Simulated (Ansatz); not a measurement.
One crystal and one scan (energy against volume) at two levels, PBE (plane waves to 420 eV, PAW, scalar-relativistic; Ansatz, a program for electronic structure) and r2SCAN (plane waves to 500 eV, PAW, scalar-relativistic; Ansatz), each from its own relaxed cell and on its own mesh. The cell shown is that of PBE.

GaCuSe2 (chalcopyrite)

```yaml
crystal:
  lattice:
    - [-2.83594, 2.83594, 5.63126]
    - [2.83594, -2.83594, 5.63126]
    - [2.83594, 2.83594, -5.63126]
  atoms:
    - { symbol: Cu, position: [0.75000, 0.25000, 0.50000] }
    - { symbol: Cu, position: [0.00000, 0.00000, 0.00000] }
    - { symbol: Ga, position: [0.25000, 0.75000, 0.50000] }
    - { symbol: Ga, position: [0.50000, 0.50000, 0.00000] }
    - { symbol: Se, position: [0.11880, 0.12500, 0.49380] }
    - { symbol: Se, position: [0.63120, 0.62500, 0.50620] }
    - { symbol: Se, position: [0.37500, 0.88120, 0.00620] }
    - { symbol: Se, position: [0.87500, 0.36880, 0.99380] }
```

This relaxed cell (volume V₀) is scaled evenly in all directions, its shape held. The atoms relax within the cell's symmetry.

E stands for the smeared free energy. GaCuSe2 is run without spin polarisation. GaCuSe2 was relaxed with its symmetry unable to fall. With the shape held, the modulus is that of even scaling; a crystal free to change shape is softer. Percentages come from the unrounded values. Both scans cover V/V₀ from 0.840 to 1.160.

| quantity | PBE | r2SCAN | PBE − r2SCAN |
|---|---|---|---|
| Lattice constant a (Å) | 5.672 | 5.608 | +0.064 (+1.1 %) |
| Lattice constant c (Å) | 11.26 | 11.10 | +0.16 (+1.5 %) |
| Relaxed volume (Å³/atom) | 22.64 | 21.82 | +0.82 (+3.8 %) |
| Pressure at the smallest volume (GPa) | 16.0 | 18.4 | -2.4 (-13 %) |
| Energy cost of the largest compression (meV/atom) | 153 | 170 | -17 (-10 %) |
| Energy cost of the largest expansion (meV/atom) | 81 | 91 | -10 (-11 %) |
| Bulk modulus at fixed cell shape B₀ (third-order Birch-Murnaghan fit) (GPa) | 60.1 | 69.5 | -9.4 (-14 %) |
| Pressure derivative B₀′ (fit) | 4.9 | 4.8 | +0.1 (+1 %) |
| Pressure for 5 % compression (fit) (GPa) | 3.5 | 4.0 | -0.5 (-13 %) |

PBE gives the higher value for: lattice constant a; lattice constant c; relaxed volume. PBE gives the lower value for: pressure at the smallest volume; energy cost of the largest compression; energy cost of the largest expansion; bulk modulus at fixed cell shape B₀; pressure for 5 % compression. They agree on: pressure derivative B₀′ (within 1.5 %). (PBE) At this level the bands of GaCuSe2 touch or barely overlap; measurements give the solid a gap. Neither level is exact: the differences show how much the result hangs on the functional.

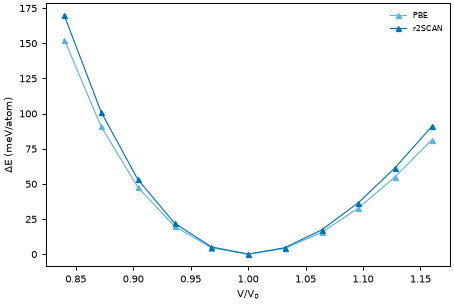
Figure. ΔE, each from the relaxed starting cell of its own level.

(A scan under strain: stresses follow from slopes of the energy per volume, elastic moduli from its curvatures.)
